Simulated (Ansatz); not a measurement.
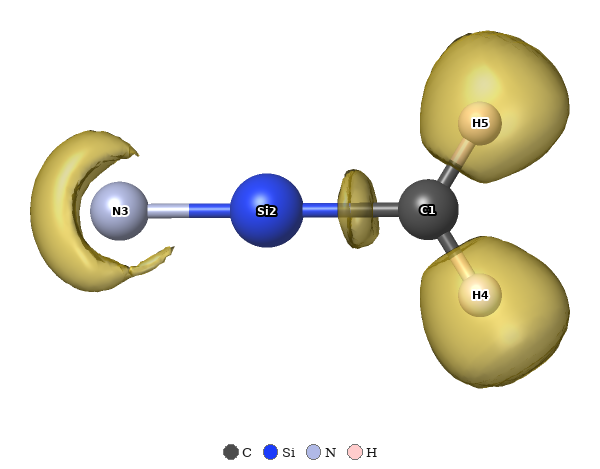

The picture shows: CH2NSi (SMILES [CH2+][Si]#N) (charge +1). Isosurface of the electron localisation function at 0.9 (yellow), seen across its widest extent. Core shells and regions of very low density are left out.

These are results of RKS B3LYP-D4/def2-SVP in Ansatz 0.2.0, not measurements.

```yaml
atoms:
  - { symbol: C, position_ang: [-0.3326, 0.5846, -0.4464] }
  - { symbol: Si, position_ang: [0.3989, -0.7026, 0.5355] }
  - { symbol: N, position_ang: [1.0675, -1.8753, 1.4322] }
  - { symbol: H, position_ang: [-0.4888, 0.4550, -1.5292] }
  - { symbol: H, position_ang: [-0.6449, 1.5383, 0.0079] }
```

### Identify the bonds, lone pairs and shells in this picture.

The ELF exceeds this value in one region between bonded C–Si atoms (shared pairs), two regions around hydrogen nuclei and one lobe on N, pointing away from the bonds (lone pairs).

Values along the shortest contacts:
Si–N (1.62 Å): the ELF peaks at about 0.85 between the atoms, as expected for a polar covalent bond. C–Si (1.78 Å): the ELF peaks at about 0.95 between the atoms; localised, covalent bonding.
